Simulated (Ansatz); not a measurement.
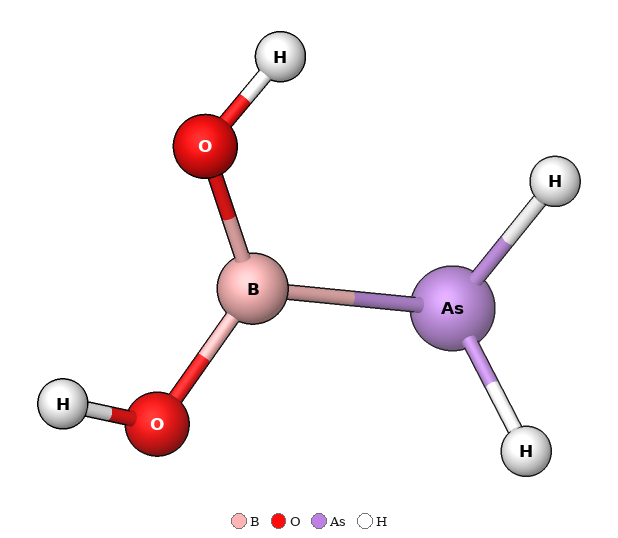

The computed structure is the end point of a PBE0-D4/def2-TZVP optimisation.

**Count the atoms of each element.**

AsBH₄O₂, 8 atoms: 1 arsenic, 1 boron, 4 hydrogen and 2 oxygen.

**Give the symmetry (Schoenflies symbol).**

C1.

**How many sets of symmetry-equivalent atoms are there?**

8: 1 B, 1 O, 1 O, 1 As, 1 H, 1 H, 1 H, 1 H.

**Count the bonded pairs by element.**

2 B–O, 2 As–H, 2 O–H, 1 As–B. Sticks follow a distance rule.

The parts below concern this one geometry. Atoms keep their numbers from picture to picture.

### Shape

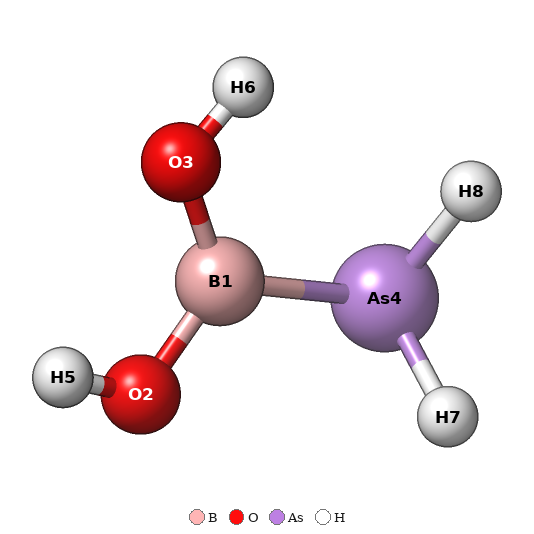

**How are the neighbours of atom 4 arranged?**

As4 has 3 neighbours (B1 at 2.06, H7 at 1.52, H8 at 1.52 Å); the arrangement is trigonal pyramidal.

**How are the neighbours of atom 3 arranged?**

O3 has 2 neighbours (B1 at 1.36, H6 at 0.96 Å); the arrangement is bent.

**How are the neighbours of atom 1 arranged?**

B1 has 3 neighbours (O2 at 1.35, O3 at 1.36, As4 at 2.06 Å); the arrangement is trigonal planar.

**What is the geometry at O2?**

O2 has 2 neighbours (B1 at 1.35, H5 at 0.96 Å); the arrangement is bent.

### Electronic properties

Properties computed with RKS PBE0-D4/def2-TZVP (Ansatz 0.2.0).

Computed properties:

- dipole moment: 1.75 D
- harmonic zero-point energy: 131.3 kJ/mol
- dispersion correction: −11.8 kJ/mol

### Vibrations

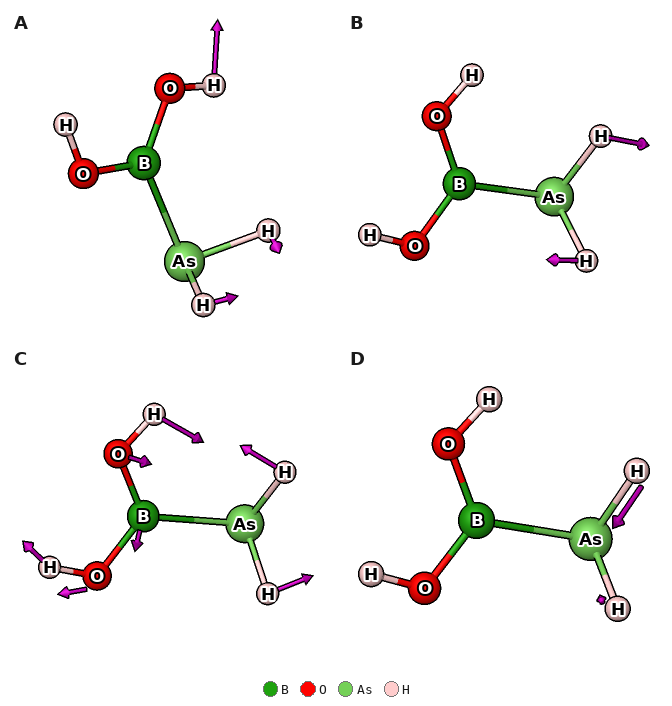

4 normal modes of one molecule or complex, as arrows. Harmonic vibrations computed with RKS PBE0-D4/def2-TZVP (Ansatz 0.2.0) at a stationary point of the same level.

**Match the panels to the wavenumbers 225 cm⁻¹, 686 cm⁻¹, 998 cm⁻¹, 2203 cm⁻¹.**

A: 998 cm⁻¹, B–O–H bending
B: 686 cm⁻¹, B–As–H bending
C: 225 cm⁻¹, As–B–O bending
D: 2203 cm⁻¹, As–H stretching

### Charges

The questions are on Mulliken charges. Method: RKS PBE0-D4/def2-TZVP (Ansatz 0.2.0).

**Which atom carries the highest charge (most positive or least negative)?**

H5, H6 (0.33 e).

**And the lowest?**

O3 (−0.41 e).

List the Mulliken charges.

| atom | value (e) |
| --- | --- |
| B1 | 0.22 |
| O2 | −0.40 |
| O3 | −0.41 |
| As4 | −0.18 |
| H5 | 0.33 |
| H6 | 0.33 |
| H7 | 0.07 |
| H8 | 0.04 |

Mulliken values depend strongly on the basis set and can even reverse the polarity of a bond.
